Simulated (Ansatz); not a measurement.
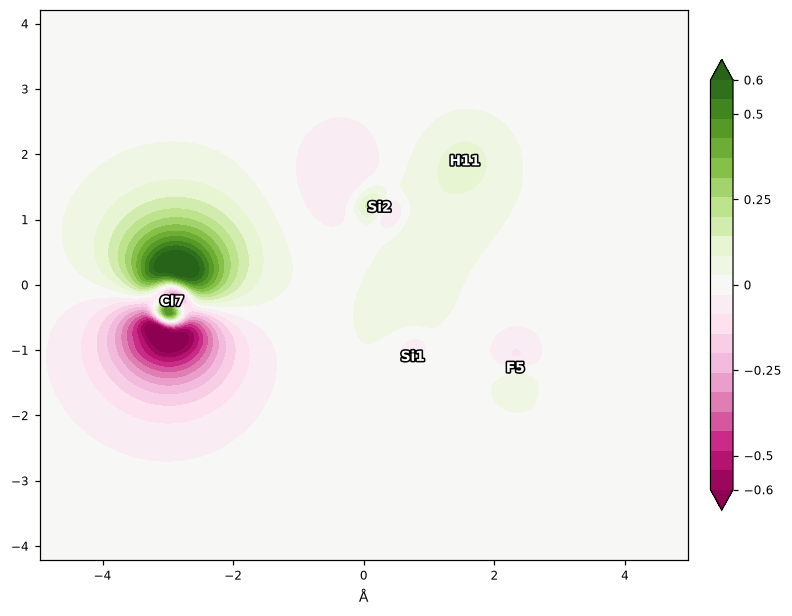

Figure 1: Cl₂FH₃Si₂···HCl···H₂O. The HOMO−1 on the plane of atoms Si1, Si2 and H11 (values in Å⁻³ᐟ²; the overall sign is arbitrary).

The reactant side of a reaction path; geometry: PBE0-D4/def2-TZVP.

The calculation used RKS PBE0-D4/def2-TZVPP in Ansatz.

| atom | x (Å) | y (Å) | z (Å) |
| --- | --- | --- | --- |
| Si | -1.5440 | 0.1974 | -1.0465 |
| Si | -0.9997 | -1.3184 | 0.6556 |
| Cl | 0.1019 | 0.7750 | -2.1467 |
| Cl | -2.5299 | 1.8619 | -0.4358 |
| F | -2.4897 | -0.5290 | -2.0996 |
| H | 1.5623 | 1.2507 | 1.0799 |
| Cl | 0.5170 | 1.6158 | 1.7953 |
| H | 3.1321 | -0.1530 | 0.1602 |
| O | 2.7312 | 0.6973 | -0.0389 |
| H | 0.4741 | -1.4439 | 0.7557 |
| H | -1.5669 | -2.6251 | 0.2263 |
| H | -1.6044 | -0.8992 | 1.9390 |
| H | 2.2162 | 0.5705 | -0.8448 |

**What is the character of this orbital?**

Its weight (Hirshfeld) is mainly on Cl7 (about 90 %); largely a lone pair of Cl7. Its energy is −8.87 eV.
